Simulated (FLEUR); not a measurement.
**Fixed-spin-moment curve of FeNiPt2 with FLEUR**

How stiff is the moment of FeNiPt2, and are there other minima?

Main program and level: FLEUR MaX-R8.1; LDA (VWN); all-electron FLAPW, Dirac cores, scalar-relativistic bands.

### Step 1. Set-up

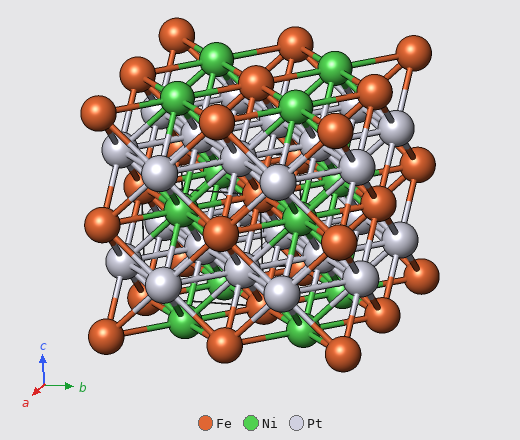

The cell as given, slightly off an axis (iron orange, nickel green, platinum light grey). 2×2×2 cells are drawn. Some periodic images of atoms are drawn too.

Structure file:

```xyz
4
Lattice="3.8579 0.0000 0.0000 0.0000 3.8579 0.0000 0.0000 0.0000 3.6396" Properties=species:S:1:pos:R:3 pbc="T T T"
Fe    0.0000    0.0000    0.0000
Ni    1.9290    1.9290    0.0000
Pt    1.9290    0.0000    1.8198
Pt    0.0000    1.9290    1.8198
```

The cell comes from a database of computed structures and need not be the stable phase.

### Step 2. Unconstrained state

The free run tells which range of moments is worth scanning.

inpgen writes inp.xml from crystal.txt; cutoffs, mixing, functional, smearing and local orbitals are then set in the file. The k list default-1 (kpts.xml, not shown) is a Γ-centred 8×8×8 mesh; where the ranks do not divide the number of points, some are split in two of half the weight.

Contents of inp.xml:

```
<?xml version="1.0" encoding="UTF-8" standalone="no"?>
<fleurInput fleurInputVersion="0.39">
   <comment>
      FeNiPt2
   </comment>
   <calculationSetup>
      <cutoffs Kmax="3.6" Gmax="10.8" GmaxXC="10.8" numbands="0"/>
      <scfLoop itmax="90" minDistance="0.00002" maxIterBroyd="15" imix="Anderson" alpha="0.05" precondParam="0.0" spinf="2.0" sdNocoIR="T"/>
      <coreElectrons ctail="T" frcor="F" kcrel="0" coretail_lmax="0"/>
      <xcFunctional name="vwn" relativisticCorrections="F"/>
      <magnetism jspins="2"/>
      <soc l_soc="F" theta="0.0" phi="0.0" spav="F"/>
      <expertModes spex="0" secvar="F"/>
      <geometryOptimization l_f="F" forcealpha="1.0" forcemix="BFGS" epsdisp="0.00001" epsforce="0.00001"/>
      <ldaU l_linMix="F" mixParam="0.05" spinf="1.0"/>
   </calculationSetup>
   <cell>
      <bzIntegration valenceElectrons="66.0" mode="hist" fermiSmearingEnergy="0.00293995">
         <kPointListSelection listName="default-1"/>
         <xi:include xmlns:xi="http://www.w3.org/2001/XInclude" href="kpts.xml"> </xi:include>
      </bzIntegration>
      <xi:include xmlns:xi="http://www.w3.org/2001/XInclude" href="sym.xml"> </xi:include>
      <bulkLattice scale="1.0">
         <bravaisMatrix>
            <row-1>    7.2903997384244095     0.0000000000000000     0.0000000000000000</row-1>
            <row-2>    0.0000000000000000     7.2903997384244095     0.0000000000000000</row-2>
            <row-3>    0.0000000000000000     0.0000000000000000     6.8778984902611811</row-3>
         </bravaisMatrix>
      </bulkLattice>
   </cell>
   <atomSpecies>
      <species name="Iron (Fe) 2.800" element="Fe" atomicNumber="26">
         <mtSphere radius="2.44" gridPoints="807" logIncrement="0.015"/>
         <atomicCutoffs lmax="10" lnonsphr="8"/>
         <electronConfig flipSpins="F">
            <coreConfig>(1s1/2) (2s1/2) (2p1/2) (2p3/2)</coreConfig>
            <valenceConfig>(3s1/2) (3p1/2) (3p3/2) (4s1/2) (3d3/2) (3d5/2)</valenceConfig>
            <stateOccupation state="(3d3/2)" spinUp="1.4" spinDown="1.0"/>
            <stateOccupation state="(3d5/2)" spinUp="3.0" spinDown="0.6"/>
         </electronConfig>
         <energyParameters s="4" p="4" d="3" f="4"/>
         <lo type="SCLO" l="0" n="3" eDeriv="0"/>
         <lo type="SCLO" l="1" n="3" eDeriv="0"/>
      </species>
      <species name="Nickel (Ni1.001" element="Ni" atomicNumber="28">
         <mtSphere radius="2.44" gridPoints="807" logIncrement="0.015"/>
         <atomicCutoffs lmax="10" lnonsphr="8"/>
         <electronConfig flipSpins="F">
            <coreConfig>(1s1/2) (2s1/2) (2p1/2) (2p3/2)</coreConfig>
            <valenceConfig>(3s1/2) (3p1/2) (3p3/2) (4s1/2) (3d3/2) (3d5/2)</valenceConfig>
            <stateOccupation state="(3d3/2)" spinUp="1.6" spinDown="1.6"/>
            <stateOccupation state="(3d5/2)" spinUp="2.9005" spinDown="1.8995"/>
         </electronConfig>
         <energyParameters s="4" p="4" d="3" f="4"/>
         <lo type="SCLO" l="0" n="3" eDeriv="0"/>
         <lo type="SCLO" l="1" n="3" eDeriv="0"/>
      </species>
      <species name="Platinum (Pt)" element="Pt" atomicNumber="78">
         <mtSphere radius="2.44" gridPoints="807" logIncrement="0.017"/>
         <atomicCutoffs lmax="10" lnonsphr="8"/>
         <electronConfig flipSpins="F">
            <coreConfig>(1s1/2) (2s1/2) (2p1/2) (2p3/2) (3s1/2) (3p1/2) (3p3/2) (4s1/2) (3d3/2) (3d5/2) (4p1/2) (4p3/2) (5s1/2) (4d3/2) (4d5/2) (4f5/2) (4f7/2)</coreConfig>
            <valenceConfig>(5p1/2) (5p3/2) (6s1/2) (5d3/2) (5d5/2)</valenceConfig>
            <stateOccupation state="(6s1/2)" spinUp="0.500000" spinDown="0.500000"/>
            <stateOccupation state="(5d3/2)" spinUp="1.800000" spinDown="1.800000"/>
            <stateOccupation state="(5d5/2)" spinUp="2.700000" spinDown="2.700000"/>
         </electronConfig>
         <energyParameters s="6" p="6" d="5" f="5"/>
         <lo type="SCLO" l="1" n="5" eDeriv="0"/>
      </species>
   </atomSpecies>
   <atomGroups>
      <atomGroup species="Iron (Fe) 2.800">
         <relPos label="                   1">.0000000000 .0000000000 .0000000000</relPos>
         <force calculate="T" relaxXYZ="TTT"/>
      </atomGroup>
      <atomGroup species="Nickel (Ni1.001">
         <relPos label="                   2">1.000/2.000 1.000/2.000 .0000000000</relPos>
         <force calculate="T" relaxXYZ="TTT"/>
      </atomGroup>
      <atomGroup species="Platinum (Pt)">
         <relPos label="                   3">1.000/2.000 .0000000000 1.000/2.000</relPos>
         <relPos label="                   4">.0000000000 1.000/2.000 1.000/2.000</relPos>
         <force calculate="T" relaxXYZ="TTT"/>
      </atomGroup>
   </atomGroups>
   <output dos="F" band="F" slice="F">
      <bandDOS minEnergy="-.5*Htr" maxEnergy="0.5*Htr" sigma="0.015" storeEVData="T"/>
      <plotting iplot="0" polar="F">
         <plot TwoD="T" vec1="  1.0  0.0  0.0" vec2="  0.0  1.0  0.0" vec3="  0.0  0.0  1.0" zero="  0.0  0.0  0.0" file="plot"/>
      </plotting>
      <moessbauerParams electricFieldGradient="F" isomerShift="F" coreHyperfine="F" valenceHyperfine="F"/>
   </output>
</fleurInput>
```

Contents of crystal.txt:

```
FeNiPt2
&input film=F cartesian=F /
3.85791340000  0.00000000000  0.00000000000
0.00000000000  3.85791340000  0.00000000000
0.00000000000  0.00000000000  3.63962714000
1.8897261246
1.0 1.0 1.0

4
26 0.00000000000  0.00000000000  0.00000000000 : 2.800
28 0.50000000000  0.50000000000  0.00000000000 : 1.001
78 0.50000000000  0.00000000000  0.50000000000
78 0.00000000000  0.50000000000  0.50000000000

&kpt div1=8 div2=8 div3=8 gamma=T /
```

Launch:

```sh
OMP_NUM_THREADS=1 inpgen -f crystal.txt > inpgen.log  # inp.xml is then edited as shown
OMP_NUM_THREADS=1 mpirun -n 4 fleur_MPI > fleur.log
```

Log:

```text
Welcome to FLEUR        (www.flapw.de)
      MaX-Release 8.1          (www.max-centre.eu)

 ========== k-point set info ==========
 Selected k-point list: default-1
 k-point list type: mesh
 0 x 0 x 0
 Number of k points: 76

 ------------Calculation Setup---------------------------
 Number of MPI-tasks      :            4
 Number of PE/node        :            4
 Number of OMP-threads    :            1
 k-points in parallel     :            4
 pe's per k-point         :            1
 No of k-point loops      :           19
 Eigenvalue solver        :       lapack
 Number of basis functions:          324
 Approximate size of matrices (H+S) per k-point:         0.002 GB
 --------------------------------------------------------
 Iteration:     1   Distance:      41.85386084 me/bohr^3
 Iteration:     2   Distance:      22.65429682 me/bohr^3
 Iteration:     3   Distance:      14.27261007 me/bohr^3
 Iteration:     4   Distance:      12.02233436 me/bohr^3
 Iteration:     5   Distance:      11.50276109 me/bohr^3
 Iteration:     6   Distance:       8.79216002 me/bohr^3
 Iteration:     7   Distance:       7.52403521 me/bohr^3
 Iteration:     8   Distance:       5.09111397 me/bohr^3
 Iteration:     9   Distance:       2.49695010 me/bohr^3
 Iteration:    10   Distance:       1.21290367 me/bohr^3
 Iteration:    11   Distance:       0.78623654 me/bohr^3
 Iteration:    12   Distance:       0.79474960 me/bohr^3
 Iteration:    13   Distance:       0.26721814 me/bohr^3
 Iteration:    14   Distance:       0.13243333 me/bohr^3
 Iteration:    15   Distance:       0.08731406 me/bohr^3
 Iteration:    16   Distance:       0.04258951 me/bohr^3
 Iteration:    17   Distance:       0.05121766 me/bohr^3
 Iteration:    18   Distance:       0.04952571 me/bohr^3
 Iteration:    19   Distance:       0.02148443 me/bohr^3
 Iteration:    20   Distance:       0.00765194 me/bohr^3
 Iteration:    21   Distance:       0.00729594 me/bohr^3
 Iteration:    22   Distance:       0.00332358 me/bohr^3
 Iteration:    23   Distance:       0.00143926 me/bohr^3
 Iteration:    24   Distance:       0.00114712 me/bohr^3
 Iteration:    25   Distance:       0.00038558 me/bohr^3
 Iteration:    26   Distance:       0.00016760 me/bohr^3
 Iteration:    27   Distance:       0.00005644 me/bohr^3
 Iteration:    28   Distance:       0.00000710 me/bohr^3

 ********************************************************************
 Run finished successfully
 Stop message:
   all done
 ********************************************************************

--- out.xml (last complete iteration) ---
<iteration numberForCurrentRun="   28" overallNumber="   28">
         [... left out ...]
         <bandgap value="0.0001250028" units="eV"/>
         <sumValenceSingleParticleEnergies value="-40.0777420966" units="Htr"/>
         <FermiEnergy value="0.4127728002" units="Htr"/>
         <valenceDensity>
            <mtCharges spin="1">
               <mtCharge atomType="1" total="9.1040997" s="1.2230891" p="3.2379149" d="4.6084213" f="0.0257067"/>
               <mtCharge atomType="2" total="9.0988626" s="1.2370615" p="3.2411800" d="4.5879897" f="0.0238988"/>
               <mtCharge atomType="3" total="7.3757175" s="0.2498906" p="3.1644454" d="3.9314895" f="0.0232596"/>
            </mtCharges>
            <mtCharges spin="2">
               <mtCharge atomType="1" total="6.0016029" s="1.2071429" p="3.2202808" d="1.5409279" f="0.0247569"/>
               <mtCharge atomType="2" total="8.3675323" s="1.2421117" p="3.2641919" d="3.8314679" f="0.0219424"/>
               <mtCharge atomType="3" total="6.9940159" s="0.2576027" p="3.1820609" d="3.5275043" f="0.0211833"/>
            </mtCharges>
            <spinDependentCharge spin="1" total="35.2754482" interstitial="2.3210508" mtSpheres="32.9543974"/>
            <spinDependentCharge spin="2" total="30.7245518" interstitial="2.3673849" mtSpheres="28.3571670"/>
            <totalCharge value="66.0000000000"/>
         </valenceDensity>
         [... left out ...]
         <allElectronCharges>
            <spinDependentCharge spin="1" total="107.2754481" interstitial="2.3224151" mtSpheres="104.9530330"/>
            <spinDependentCharge spin="2" total="102.7245518" interstitial="2.3687491" mtSpheres="100.3558027"/>
            <totalCharge value="209.9999999688"/>
         </allElectronCharges>
         <magneticMomentsInMTSpheres units="muBohr">
            <globalMagMoment atomType="1" vec="0.00000   0.00000   3.10250"/>
            <localMagMoment atomType="1" vec="0.00000   0.00000   3.10250"/>
            <globalMagMoment atomType="2" vec="0.00000   0.00000   0.73133"/>
            <localMagMoment atomType="2" vec="0.00000   0.00000   0.73133"/>
            <globalMagMoment atomType="3" vec="0.00000   0.00000   0.38170"/>
            <localMagMoment atomType="3" vec="0.00000   0.00000   0.38170"/>
         </magneticMomentsInMTSpheres>
         <moessbauerParams unitsHFF="kG" unitsIS="e/bohr^3" unitsEFG="Htr/bohr^2">
         </moessbauerParams>
         <totalEnergy value="   -39661.9854758859" units="Htr">
            <sumOfEigenvalues value="   -24244.7242300460">
               <coreElectrons value="-24204.6464879495"/>
               <valenceElectrons value="-40.0777420966"/>
            </sumOfEigenvalues>
            <densityCoulombPotentialIntegral value="-68186.3137420623"/>
            <densityEffectivePotentialIntegral value="-69259.5595578279"/>
            <chargeDenXCDenIntegral value="-808.7810781587"/>
            <FockExchangeEnergyValence value="0.0000000000"/>
            <FockExchangeEnergyCore value="0.0000000000"/>
            <atomTypeDependentContributions atomType="1">
               <electronNucleiInteractionDifferentMTs value="1519.3818633458"/>
               <MadelungTerm value="-10.1827210214"/>
            </atomTypeDependentContributions>
            <atomTypeDependentContributions atomType="2">
               <electronNucleiInteractionDifferentMTs value="1825.3135051210"/>
               <MadelungTerm value="-9.3167079462"/>
            </atomTypeDependentContributions>
            <atomTypeDependentContributions atomType="3">
               <electronNucleiInteractionDifferentMTs value="46328.2792429553"/>
               <MadelungTerm value="-82.4088140882"/>
            </atomTypeDependentContributions>
            <tkbTimesEntropy value="0.0031200202"/>
            <freeEnergy value="-39661.9885959061"/>
            <extrapolationTo0K value="-39661.9870358960"/>
         </totalEnergy>
         <densityConvergence units="me/bohr^3">
            <chargeDensity spin="1" distance="0.0000029404"/>
            <chargeDensity spin="2" distance="0.0000051852"/>
            <overallChargeDensity distance="0.0000071034"/>
            <spinDensity distance="0.0000045394"/>
         </densityConvergence>
      </iteration>
```

Run time: 80 s. Hardware: 4 MPI ranks of Intel Xeon Platinum 8375C at 2.90GHz (Ice Lake), shared host; peak memory 0.33 GiB; 5.3 min of CPU time.

Spin moment in the muffin-tin sphere by atom:

| atom | spin moment in the muffin-tin sphere (μB) |
| --- | --- |
| Fe1 | 3.10 |
| Ni2 | 0.73 |
| Pt3 | 0.38 |
| Pt4 | 0.38 |

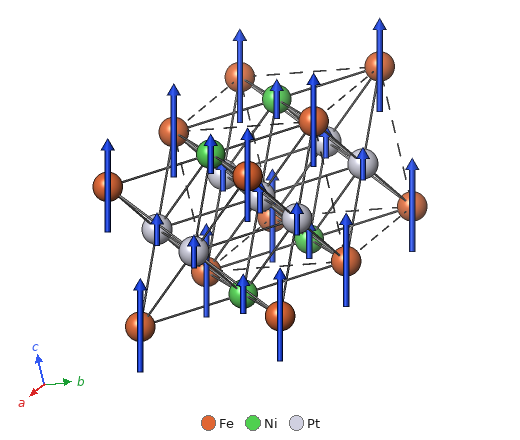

Spin moment in the muffin-tin sphere as arrows, the longest 3.10 μB. Up and down stand for the sign. Arrows give size and sign along the axis of quantisation, drawn up and down the page. Each arrow also spans its atom, so small moments look longer than they are. 2×1×1 cells are drawn. Some periodic images of atoms are drawn too.

Numbers from this step:

* free energy: -1079257.6910 eV
* program's band gap on this mesh (in a metal only a level spacing): 1.25e-4 eV
* magnetization: 4.551 μB
* final state: ferromagnetic

After 28 cycles the largest moment stands at 3.10 μB.

### Step 3. No spin polarisation

Edit inp.xml of step 2 so:

```diff
@@ -10,3 +10,3 @@
       <xcFunctional name="vwn" relativisticCorrections="F"/>
-      <magnetism jspins="2"/>
+      <magnetism jspins="1"/>
       <soc l_soc="F" theta="0.0" phi="0.0" spav="F"/>
@@ -31,3 +31,3 @@
    <atomSpecies>
-      <species name="Iron (Fe) 2.800" element="Fe" atomicNumber="26">
+      <species name="Iron (Fe)" element="Fe" atomicNumber="26">
          <mtSphere radius="2.44" gridPoints="807" logIncrement="0.015"/>
@@ -37,4 +37,4 @@
             <valenceConfig>(3s1/2) (3p1/2) (3p3/2) (4s1/2) (3d3/2) (3d5/2)</valenceConfig>
-            <stateOccupation state="(3d3/2)" spinUp="1.4" spinDown="1.0"/>
-            <stateOccupation state="(3d5/2)" spinUp="3.0" spinDown="0.6"/>
+            <stateOccupation state="(3d3/2)" spinUp="1.200000" spinDown="1.200000"/>
+            <stateOccupation state="(3d5/2)" spinUp="1.800000" spinDown="1.800000"/>
          </electronConfig>
@@ -44,3 +44,3 @@
       </species>
-      <species name="Nickel (Ni1.001" element="Ni" atomicNumber="28">
+      <species name="Nickel (Ni)" element="Ni" atomicNumber="28">
          <mtSphere radius="2.44" gridPoints="807" logIncrement="0.015"/>
@@ -50,4 +50,4 @@
             <valenceConfig>(3s1/2) (3p1/2) (3p3/2) (4s1/2) (3d3/2) (3d5/2)</valenceConfig>
-            <stateOccupation state="(3d3/2)" spinUp="1.6" spinDown="1.6"/>
-            <stateOccupation state="(3d5/2)" spinUp="2.9005" spinDown="1.8995"/>
+            <stateOccupation state="(3d3/2)" spinUp="1.600000" spinDown="1.600000"/>
+            <stateOccupation state="(3d5/2)" spinUp="2.400000" spinDown="2.400000"/>
          </electronConfig>
@@ -72,3 +72,3 @@
    <atomGroups>
-      <atomGroup species="Iron (Fe) 2.800">
+      <atomGroup species="Iron (Fe)">
          <relPos label="                   1">.0000000000 .0000000000 .0000000000</relPos>
@@ -76,3 +76,3 @@
       </atomGroup>
-      <atomGroup species="Nickel (Ni1.001">
+      <atomGroup species="Nickel (Ni)">
          <relPos label="                   2">1.000/2.000 1.000/2.000 .0000000000</relPos>
```

Edit crystal.txt of step 2 so:

```diff
@@ -9,4 +9,4 @@
 4
-26 0.00000000000  0.00000000000  0.00000000000 : 2.800
-28 0.50000000000  0.50000000000  0.00000000000 : 1.001
+26 0.00000000000  0.00000000000  0.00000000000
+28 0.50000000000  0.50000000000  0.00000000000
 78 0.50000000000  0.00000000000  0.50000000000
```

Log:

```text
[banner, memory and clock lines left out]
Welcome to FLEUR        (www.flapw.de)
      MaX-Release 8.1          (www.max-centre.eu)

 ========== k-point set info ==========
 Selected k-point list: default-1
 k-point list type: mesh
 0 x 0 x 0
 Number of k points: 76

 [... set-up left out ...]
 Iteration:     1   Distance:      53.84118264 me/bohr^3
 Iteration:     2   Distance:      24.99685698 me/bohr^3
 Iteration:     3   Distance:      16.60299139 me/bohr^3
 Iteration:     4   Distance:      14.18024203 me/bohr^3
 Iteration:     5   Distance:      13.80780530 me/bohr^3
 Iteration:     6   Distance:      11.97033710 me/bohr^3
 Iteration:     7   Distance:      17.98801193 me/bohr^3
 Iteration:     8   Distance:       8.89837902 me/bohr^3
[... lines left out ...]
 Iteration:    21   Distance:       0.00105169 me/bohr^3
 Iteration:    22   Distance:       0.00024580 me/bohr^3
 Iteration:    23   Distance:       0.00010928 me/bohr^3
 Iteration:    24   Distance:       0.00011104 me/bohr^3
 Iteration:    25   Distance:       0.00004212 me/bohr^3
 Iteration:    26   Distance:       0.00000407 me/bohr^3

 ********************************************************************
 Run finished successfully
 Stop message:
   all done
 ********************************************************************

--- out.xml (last complete iteration) ---
<iteration numberForCurrentRun="   26" overallNumber="   26">
         [... left out ...]
         <bandgap value="0.0026346347" units="eV"/>
         <sumValenceSingleParticleEnergies value="-40.0393190652" units="Htr"/>
         <FermiEnergy value="0.4052171394" units="Htr"/>
         [... left out ...]
         <totalEnergy value="   -39661.9508242517" units="Htr">
            <sumOfEigenvalues value="   -24246.1900580545">
               <coreElectrons value="-24206.1507389893"/>
               <valenceElectrons value="-40.0393190652"/>
            </sumOfEigenvalues>
         [... left out ...]
            <freeEnergy value="-39661.9587288210"/>
            <extrapolationTo0K value="-39661.9547765363"/>
         </totalEnergy>
         <densityConvergence units="me/bohr^3">
            <chargeDensity spin="1" distance="0.0000040672"/>
         </densityConvergence>
      </iteration>
```

Wall time 31 s (4 MPI ranks); peak memory 0.25 GiB; 2.1 min of CPU time.

Read from the output:

```yaml
free_energy: -1079256.8782 eV
program_s_band_gap_on_this_mesh_in_a_metal_only_a_level_spacing: 0.002635 eV
final_state: non-magnetic (no spin polarisation)
```

Its energy lies +812.7 meV a cell from the free run's.

(Continued in part 2 of 2.)

[Logs and program files are shortened in this print: banners, set-up blocks, solver, clock and traceback lines can be left out without a mark of their own.]

[Logs are printed without paths, hosts, clocks, repeated set-up lines and the standing remarks that a program may print on its own settings, such as how far it seeks lower states.]

[Hosts, paths, dates, database ids (printed as entryN), source tags and the programs' standing remarks are cut or masked in the printed files.]

[Where a cell is said to come from a database of computed structures, the database is the Materials Project.]
